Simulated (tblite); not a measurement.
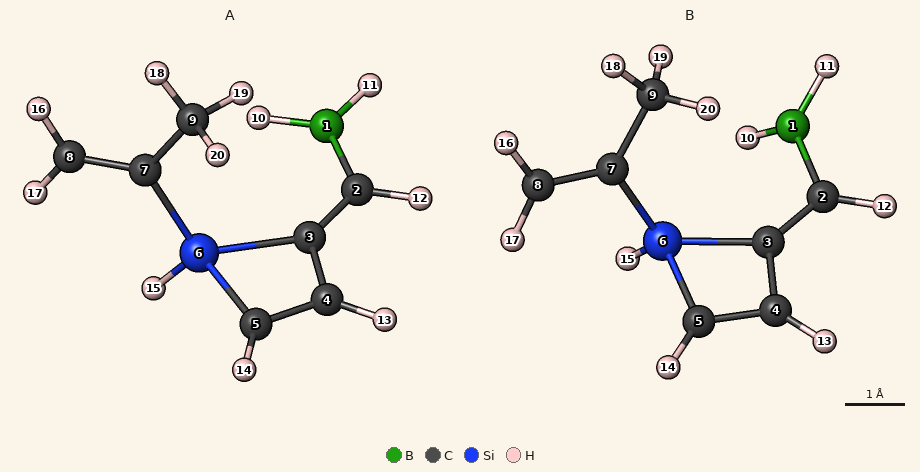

Two geometries of C$_{7}$H$_{11}$BSi, drawn at one scale. One is the start of a relaxation, the other its converged end. A ball-and-stick model, seen at a tilt.

Level of theory: tblite 0.8.0, GFN2-xTB geometry optimisation, gas phase. 

Q: Which of the two is the end point?

A: Structure A is the relaxed one. Over 162 geometry steps the energy falls by 94.7 kJ/mol. The atom that moves furthest after the best rigid fit is H17 (1.28 Å). By element the largest moves are H 1.28 Å, C 0.79 Å, B 0.29 Å, Si 0.27 Å. Among the contacts that change: C3–Si6 1.799 → 1.915 Å, Si6–C7 1.821 → 1.886 Å, B1–C2 1.589 → 1.528 Å, C9–H18 1.132 → 1.088 Å. Among the angles between lasting bonds that change: C3–C4–C5 95.0° → 104.0°, C3–C2–H12 123.8° → 116.5°, Si6–C5–H14 132.0° → 138.9°. Groups turn about Si6–C7 by about 50°, B1–C2 by about 45°. The run took 1.6 s on 1 thread of AMD EPYC 7B13, with other jobs on the host.
